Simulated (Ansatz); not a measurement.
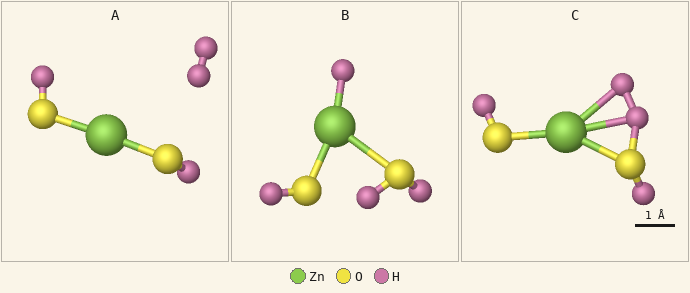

3 geometries from a converged minimum-energy path of ZnH$_{4}$O$_{2}$, made up at the start of ZnH$_{2}$O$_{2}$ and H2, shuffled. A ball-and-stick model, seen face on.

All numbers below come from RKS PBE-D4/def2-SVP in Ansatz 0.2.0. Set-up: 9 movable images; climbing image; force threshold 0.05 eV/Å; iteration limit 60; starting path through a guess of the saddle point.

Q: One of them is the converged climbing image. Which?

A: C. In order along the path, whose images run from 0 to 10: A (image 1, +0.01 eV), C (image 4, +0.71 eV), B (image 10, −0.64 eV). Breaking: H–H (0.77 → 3.74 Å). Forming: H–O (2.32 → 0.98 Å), H–Zn (3.70 → 1.53 Å).

Limits of the set-up: the start holds two separate molecules, 2.3 Å apart at their closest, whose relative position is a soft coordinate.
